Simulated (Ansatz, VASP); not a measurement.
## AlN in two plane-wave programs

One calculation is typed for both programs; each brings its own data sets. How far apart do they land? Valence electrons are named where the data sets of a main pair hold unlike numbers.

Calculated with Ansatz 0.2.0; plane waves, with VASP 6.6.1 beside it; band structure at LDA.

The database entry behind the starting cell differs from later determinations by our own check (inner coordinate u about 0.002 short), so it need not match the best structure at ambient conditions.

### Step 1. The structure

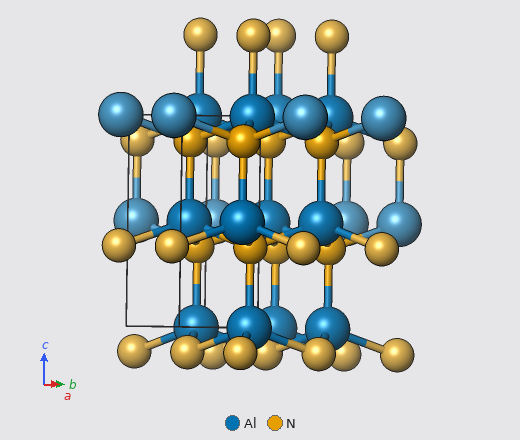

Start, viewed slightly off an axis; aluminium blue, nitrogen orange. 2×2×1 cells are drawn. Some periodic images of atoms are drawn too.

As a file:

```cif
data_structure
_symmetry_space_group_name_H-M 'P6_3mc'
_symmetry_Int_Tables_number 186
_cell_length_a 3.1130
_cell_length_b 3.1130
_cell_length_c 4.9810
_cell_angle_alpha 90.000
_cell_angle_beta 90.000
_cell_angle_gamma 120.000
_cell_volume 41.80
loop_
_atom_site_label
_atom_site_type_symbol
_atom_site_symmetry_multiplicity
_atom_site_Wyckoff_symbol
_atom_site_fract_x
_atom_site_fract_y
_atom_site_fract_z
_atom_site_occupancy
Al1 Al 2 b 0.66667 0.33333 0.49905 1
N1 N 2 b 0.66667 0.33333 0.88095 1
```

### Step 2. Ansatz: band structure, LDA

Ansatz runs on its default PAW (the set named soft_2) files.

The same path points are solved in both programs, so levels can be compared one by one.

File input.yaml:

```yaml
crystal:
  lattice:
    - [3.113, 0.0, 0.0]
    - [-1.5565, 2.695937082, 0.0]
    - [0.0, 0.0, 4.981]
  atoms:
    - { symbol: Al, position: [0.6666666667, 0.3333333333, 0.4990517037] }
    - { symbol: Al, position: [0.3333333333, 0.6666666667, 0.9990517037] }
    - { symbol: "N", position: [0.6666666667, 0.3333333333, 0.8809482963] }
    - { symbol: "N", position: [0.3333333333, 0.6666666667, 0.3809482963] }
hamiltonian:
  xc: lda
  pseudopotentials: { kind: paw }
kpoints:
  mp_grid: { grid: [6, 6, 6] }
  band_path:
    path:
      - [0.0, 0.0, 0.0]
      - [0.13636, 0.0, 0.0]
      - [0.31818, 0.0, 0.0]
      - [0.5, 0.0, 0.0]
      - [0.4697, 0.06061, 0.0]
      - [0.40909, 0.18182, 0.0]
      - [0.34848, 0.30303, 0.0]
      - [0.30303, 0.30303, 0.0]
      - [0.18182, 0.18182, 0.0]
      - [0.06061, 0.06061, 0.0]
      - [0.0, 0.0, 0.0]
      - [0.0, 0.0, 0.18182]
      - [0.0, 0.0, 0.36364]
      - [0.0, 0.0, 0.5]
      - [0.13636, 0.0, 0.5]
      - [0.31818, 0.0, 0.5]
      - [0.5, 0.0, 0.5]
      - [0.4697, 0.06061, 0.5]
      - [0.40909, 0.18182, 0.5]
      - [0.34848, 0.30303, 0.5]
      - [0.30303, 0.30303, 0.5]
      - [0.18182, 0.18182, 0.5]
      - [0.06061, 0.06061, 0.5]
      - [0.5, 0.0, 0.5]
      - [0.5, 0.0, 0.31818]
      - [0.5, 0.0, 0.13636]
      - [0.5, 0.0, 0.0]
      - [0.33333, 0.33333, 0.13636]
      - [0.33333, 0.33333, 0.31818]
      - [0.33333, 0.33333, 0.5]
    npoints: 1
scf:
  occupations: { method: gaussian, width: 0.01 }
  n_extra_bands: 8
output:
  forces: true
  stress: true
  eigenvalues: true
```

Run with:

```console
> ansatz run input.yaml --threads 2 --pin off --max-ram 4608MiB --backend cpu --events-out ev --progress --plain --runs-dir out
```

Numbers of over 12 decimals in the logs are rounded to 6 here.

Log:

```text
scf.n_extra_bands = 8 over 8 filled bands (N_el = 16.0): the run solves 16 bands
Engine: ansatz 0.2.0, x86_64-unknown-linux-gnu
Pseudopotentials: kind: paw
Pseudopotential: Al, paw, valence charge 3, recommended cutoff 420 eV (normal), Al.paw.azcp
Pseudopotential: N, paw, valence charge 5, recommended cutoff 420 eV (normal), N.paw.azcp
Functional definition: SPW92
  exchange = slater_x
  correlation = pw_c
Crystal: 4 atoms, lattice volume = 41.803 Å³
Basis set: ecut = 420 eV, 809 PW (Γ)
Bands: 16, of which v1, the nominal top of the filled ones, is band 8 counted from 1 (7 counted from 0)
Symmetry: 12 space group operations
Space group: P63mc (ITA 186), of the structure as read, at distance tolerance 3.5e-5 Å
k-points: 28 of 216 (time reversal used)
Non-local potential: Al, projectors of the file, l = 0: 2, l = 1: 2, l = 2: 1
Non-local potential: N, projectors of the file, l = 0: 2, l = 1: 2, l = 2: 1
PAW form: soft (Blöchl's): semilocal exchange-correlation on the pseudo side does not see the compensation charge
PAW frozen core: Al, regenerated for the run's functional, and the local potential with it (the file was generated under x = pbe(κ = 0.804, μ = 0.219515), c = pbe(β = 0.066725))
PAW frozen core: N, regenerated for the run's functional, and the local potential with it (the file was generated under x = pbe(κ = 0.804, μ = 0.219515), c = pbe(β = 0.066725))
PAW one-centre angular grid: Al, 110 points (default); XC on 64 Gauss nodes
PAW one-centre angular grid: N, 110 points (default); XC on 64 Gauss nodes
Initial density: superposition of atomic densities (neutral atoms: chi_scale 0, normalization atom), corrected by the library's trained network
Initial wavefunctions: pseudopotential atomic-orbital guess
Functional: x = slater, c = lda
SCF iter   1: F=—  HF=-1779.711087 eV  |F-HF|=—  |Δ(HF+E_count)|=         —  Δρ=9.25e-3  dr2=4.12e-2  ethr=1.77e-3  ⟨swp⟩=6.2  Hψ=2725  notcnv=0
preconditioner: auto → none  [insulator: Δε(μ)=4.133 eV  Ē_g=15.112 eV  σ=0.010 eV  W_gap=1.00  n_scr=2 (ndim 8)  ℏωp=23.0 eV  f_vac=0.000  D(μ)=0.00/eV (n_scr^D=0)  ε∞_Penn≈3.3]
SCF iter   2: F=—  HF=-1779.699703 eV  |F-HF|=—  |Δ(HF+E_count)|=   1.14e-2  Δρ=3.15e-3  dr2=4.27e-3  ethr=2.58e-4  ⟨swp⟩=2.0  Hψ=779  notcnv=0  defer=62
SCF iter   3: F=—  HF=-1779.698361 eV  |F-HF|=—  |Δ(HF+E_count)|=   1.34e-3  Δρ=5.17e-4  dr2=4.40e-5  ethr=2.67e-5  ⟨swp⟩=2.4  Hψ=667  notcnv=0  defer=79
SCF iter   4: F=—  HF=-1779.698346 eV  |F-HF|=—  |Δ(HF+E_count)|=   1.46e-5  Δρ=3.51e-5  dr2=3.22e-7  ethr=2.75e-7  ⟨swp⟩=2.4  Hψ=603  notcnv=0  defer=79
iter 5 did not close the SCF: its close was put off for the readings that it lacked (scf_convergence_deferred on its scf_iter line)
SCF iter   5: F=-1779.698346 eV  HF=-1779.698346 eV  |F-HF|=2.99e-10  |Δ(HF+E_count)|=   9.38e-8  Δρ=3.54e-6  dr2=1.87e-9  ethr=2.01e-9  ⟨swp⟩=2.3  Hψ=554  notcnv=0  defer=79
SCF iter   6: F=-1779.698346 eV  HF=-1779.698346 eV  |F-HF|=3.87e-12  |Δ(HF+E_count)|=  1.08e-10  Δρ=2.38e-7  dr2=1.46e-11  ethr=1.17e-11  ⟨swp⟩=4.9  Hψ=2031  notcnv=0
SCF 1 converged in 6 iterations: F = -1779.698346 eV  dr2 = 1.46e-11
  greatest PAW one-centre occupation: 0.780 electrons in one spin orbital (limit 2), on the N atom at site 3 (counted from 0), in its partial waves of l = 0
NSCF: frozen V_eff on 30 k-points
SCF converged after 6 iterations
Free energy (F): -1779.698346 eV
Harris-Foulkes:  -1779.698346 eV  (|F-HF|=3.87e-12)
Internal energy: -1779.698346 eV  (E = F + TS)
E sigma→0 (E₀):  -1779.698346 eV
Fermi energy:    8.958512 eV
--- Per-component energies (eV) ---
  E_band       = 26.261602
  E_kinetic    = 317.472651
  E_local      = -449.497343  (includes V_loc(G=0)·N_el)
  E_nonlocal   = 114.794048
  E_hartree    = 153.846116
  E_xc         = -201.051698
  E_vxc        = -215.005219  (∫ρ·V_xc dr)
  E_paw        = -1123.864807  (= ΣΔE_a)
  E_vpaw       = -49.194934  (= ΣTr[D̂ρ^β])
  E_aug_tail   = 0.000181  (compensation charges beyond the density's cutoff)
  E_ewald      = -591.669015
  E_core_change = 0.271521  (= ΣΔE_core)
  E_smearing   = -0.000000  (= −TS)
  E_closure    = 0.000000  (closes the sum)
  Σ components = -1779.698346   (vs F -1779.698346, Δ=0.00e0)
--- Forces (eV/Å), atoms counted from 1 ---
  atom   1  Al     0.00000000     0.00000000     0.00072334
  atom   2  Al     0.00000000    -0.00000000     0.00072334
  atom   3  N     -0.00000000    -0.00000000    -0.00072803
  atom   4  N     -0.00000000     0.00000000    -0.00072803
  max |Σ_I F_I| component: 9.38e-6 eV/Å
--- Stress (GPa, compression-positive) ---
       -4.851032       0.000000      -0.000000
        0.000000      -4.851032       0.000000
       -0.000000       0.000000      -4.405360
  P = ⅓ Tr σ = -4.7025 GPa (-47.025 kbar)
--- Band table (eV; the first three rows and the last of 28) ---
  k-point 0: bands = [... 4 lower, 5.9771, 6.6317, 6.6317, 6.8535, 11.0635, 13.3843, 17.3221, 17.7948, ... 4 higher]
  k-point 1: bands = [... 4 lower, 6.0189, 6.2555, 6.5851, 6.5851, 11.5464, 13.4574, 17.1448, 17.7652, ... 4 higher]
  k-point 2: bands = [... 4 lower, 6.1334, 6.1334, 6.4604, 6.4604, 12.4770, 13.5413, 16.8522, 17.8060, ... 4 higher]
  k-point 27: bands = [... 4 lower, 2.9552, 2.9552, 6.0520, 6.0520, 14.1388, 14.1388, 14.5512, 14.5512, ... 4 higher]
```

It took 0.81 s on 2 threads of Intel Xeon 6975P-C (Granite Rapids), shared host; peak memory 0.34 GiB.

### Step 3. VASP: band structure, LDA

The same cell, functional (in two slightly different forms), mesh and smearing now go to VASP, with its own data sets.

Lines of VASP's logs that name or quote its potential files are left out, and so is its time.

File INCAR:

```
SYSTEM = AlN
PREC = Accurate
ENCUT = 450
EDIFF = 1E-08
NELM = 100
ISMEAR = 0
SIGMA = 0.01
LREAL = .FALSE.
ALGO = Normal
GGA = CA
NBANDS = 14
LORBIT = 11
LWAVE = .TRUE.
LCHARG = .FALSE.
KPAR = 8
```

File POSCAR:

```
AlN
1.0
    3.1130000000      0.0000000000      0.0000000000
   -1.5565000000      2.6959370820      0.0000000000
    0.0000000000      0.0000000000      4.9810000000
Al N
2 2
Direct
    0.6666666667      0.3333333333      0.4990517037
    0.3333333333      0.6666666667      0.9990517037
    0.6666666667      0.3333333333      0.8809482963
    0.3333333333      0.6666666667      0.3809482963
```

File KPOINTS:

```
Automatic mesh
0
Gamma
6 6 6
0 0 0
```

File KPOINTS_OPT:

```
Line mode
12
Line-mode
Reciprocal
  0.00000000   0.00000000   0.00000000 GAMMA
  0.50000000   0.00000000   0.00000000 M

  0.50000000   0.00000000   0.00000000 M
  0.33333333   0.33333333   0.00000000 K

  0.33333333   0.33333333   0.00000000 K
  0.00000000   0.00000000   0.00000000 GAMMA

  0.00000000   0.00000000   0.00000000 GAMMA
  0.00000000   0.00000000   0.50000000 A

  0.00000000   0.00000000   0.50000000 A
  0.50000000   0.00000000   0.50000000 L

  0.50000000   0.00000000   0.50000000 L
  0.33333333   0.33333333   0.50000000 H

  0.33333333   0.33333333   0.50000000 H
  0.00000000   0.00000000   0.50000000 A

  0.50000000   0.00000000   0.50000000 L
  0.50000000   0.00000000   0.00000000 M

  0.33333333   0.33333333   0.00000000 K
  0.33333333   0.33333333   0.50000000 H
```

The projector-augmented-wave data sets are Al_GW and N_GW (LDA family, release 64).

Run with:

```console
> mpirun -np 8 vasp_std
```

Log:

```text
[banner, memory and clock lines left out]
running    8 mpi-ranks, on    1 nodes
 distrk:  each k-point on    1 cores,    8 groups
 distr:  one band on    1 cores,    1 groups

 POSCAR found type information on POSCAR AlN
 POSCAR found :  2 types and       4 ions
|                                                                             |
|           W    W    AA    RRRRR   N    N  II  N    N   GGGG   !!!           |
|           W    W   A  A   R    R  NN   N  II  NN   N  G    G  !!!           |
|           W    W  A    A  R    R  N N  N  II  N N  N  G       !!!           |
|           W WW W  AAAAAA  RRRRR   N  N N  II  N  N N  G  GGG   !            |
|           WW  WW  A    A  R   R   N   NN  II  N   NN  G    G                |
|           W    W  A    A  R    R  N    N  II  N    N   GGGG   !!!           |
|                                                                             |
|     For optimal performance we recommend to set                             |
|       NCORE = 2 up to number-of-cores-per-socket                            |
|     NCORE specifies how many cores store one orbital (NPAR=cpu/NCORE).      |
|     This setting can greatly improve the performance of VASP for DFT.       |
|     The default, NCORE=1 might be grossly inefficient on modern             |
|     multi-core architectures or massively parallel machines. Do your        |
|     Unfortunately you need to use the default for GW and RPA                |
|     calculations (for HF NCORE is supported but not extensively tested      |
|     yet).                                                                   |
|                                                                             |

 LDA part: xc-table for (Slater(with rela. corr.)+CA(PZ))
 , standard interpolation
 POSCAR, INCAR and KPOINTS ok, starting setup
 FFT: planning ... GRIDC
 FFT: planning ... GRID_SOFT
 FFT: planning ... GRID
 WAVECAR not read
 entering main loop
       N       E                     dE             d eps       ncg     rms          rms(c)
DAV:   1     0.542803810590E+02    0.54280E+02   -0.68676E+03   784   0.922E+02
DAV:   2    -0.337844635693E+02   -0.88065E+02   -0.78902E+02  1250   0.260E+02
DAV:   3    -0.377747292431E+02   -0.39903E+01   -0.39647E+01  1078   0.492E+01
DAV:   4    -0.378263241063E+02   -0.51595E-01   -0.51579E-01   960   0.736E+00
DAV:   5    -0.378278046504E+02   -0.14805E-02   -0.14804E-02  1072   0.109E+00    0.122E+01
DAV:   6    -0.329816585260E+02    0.48461E+01   -0.13739E+01  1182   0.362E+01    0.304E+00
DAV:   7    -0.329299672421E+02    0.51691E-01   -0.66312E-01   898   0.544E+00    0.209E+00
DAV:   8    -0.328776338095E+02    0.52333E-01   -0.14777E-01   970   0.568E+00    0.665E-01
DAV:   9    -0.328696671672E+02    0.79666E-02   -0.35084E-02  1246   0.201E+00    0.101E-01
DAV:  10    -0.328697013537E+02   -0.34187E-04   -0.90720E-04   970   0.268E-01    0.556E-02
DAV:  11    -0.328696675325E+02    0.33821E-04   -0.13397E-04  1264   0.130E-01    0.811E-03
DAV:  12    -0.328696674989E+02    0.33582E-07   -0.92219E-07   970   0.896E-03    0.567E-03
DAV:  13    -0.328696667885E+02    0.71041E-06   -0.23820E-06  1284   0.161E-02    0.137E-04
DAV:  14    -0.328696667693E+02    0.19182E-07   -0.53346E-08   976   0.182E-03    0.111E-04
DAV:  15    -0.328696667656E+02    0.36804E-08   -0.64039E-10   764   0.261E-04
   1 F= -.32869667E+02 E0= -.32869667E+02  d E =-.103737E-18
 Start KPOINTS_OPT (optional k-point list driver)
k-point batch [1-28\108]
       N       E                     dE             ncg
DAV:   1     0.194472442619E+04   -0.11708E+05      784
DAV:   2    -0.175303969261E+02   -0.19623E+04     1168
DAV:   3    -0.116153425390E+03   -0.98623E+02     1066
DAV:   4    -0.117850714058E+03   -0.16973E+01      986
DAV:   5    -0.117907332856E+03   -0.56619E-01     1100
DAV:   6    -0.117910217693E+03   -0.28848E-02     1106
DAV:   7    -0.117910301041E+03   -0.83349E-04     1118
DAV:   8    -0.117910304173E+03   -0.31320E-05     1058
DAV:   9    -0.117910304346E+03   -0.17223E-06      942
DAV:  10    -0.117910304353E+03   -0.72170E-08      770
[...]
k-point batch [85-108\108]
       N       E                     dE             ncg
DAV:   1     0.237695272752E+04   -0.13573E+05      672
DAV:   2     0.784720859546E+03   -0.15922E+04      952
DAV:   3     0.694289339290E+03   -0.90432E+02      954
DAV:   4     0.692633370788E+03   -0.16560E+01      800
DAV:   5     0.692578426741E+03   -0.54944E-01      962
DAV:   6     0.692575668879E+03   -0.27579E-02      880
DAV:   7     0.692575541287E+03   -0.12759E-03      996
DAV:   8     0.692575537427E+03   -0.38602E-05      908
DAV:   9     0.692575537255E+03   -0.17186E-06      832
DAV:  10     0.692575537244E+03   -0.11572E-07      698
DAV:  11     0.692575537241E+03   -0.20798E-08      768
 writing wavefunctions
```

[end of part 1 of 2]

[Lines on the potential files, build, host, timing and source positions are cut from VASP's logs without a mark.]

[Logs are printed without paths, hosts, clocks, repeated set-up lines and the standing remarks that a program may print on its own settings, such as how far it seeks lower states.]

[Hosts, paths, dates, database ids (printed as entryN), source tags and the programs' standing remarks are cut or masked in the printed files.]
